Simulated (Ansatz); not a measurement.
```yaml
atoms:
  - { symbol: B, position_ang: [0.8012, -0.9121, -0.8607] }
  - { symbol: N, position_ang: [1.1966, 0.1951, -0.1342] }
  - { symbol: H, position_ang: [1.5841, -1.4572, -1.5841] }
  - { symbol: H, position_ang: [-0.3270, -1.3065, -0.7506] }
  - { symbol: H, position_ang: [-2.2853, 1.5225, 0.4339] }
  - { symbol: S, position_ang: [-1.8400, 0.9583, 1.5671] }
  - { symbol: H, position_ang: [2.1264, 0.5765, -0.1772] }
  - { symbol: H, position_ang: [0.5762, 0.6893, 0.4910] }
  - { symbol: H, position_ang: [-1.8323, -0.2659, 1.0149] }
```

The reactant side of a reaction path; geometry: PBE0-D4/def2-TZVP.

Theory: Ansatz 0.2.0, RKS PBE0-D4/def2-TZVPP.

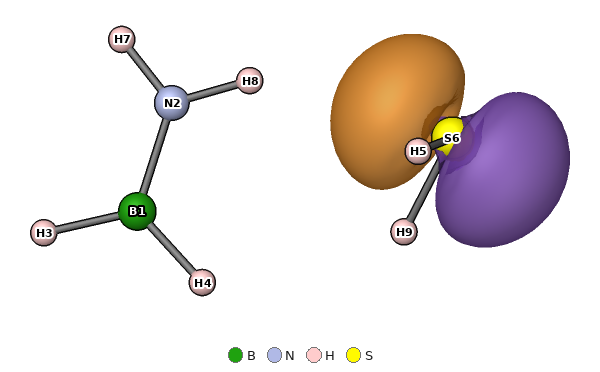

BH₄N···H₂S. The HOMO at ±0.2 Å⁻³ᐟ² (orange and purple are the two phases), seen at an oblique angle.

Describe this orbital and give its energy.

It lies mainly on S6 (about 90 %); largely a lone pair of S6. Its energy is −7.81 eV.
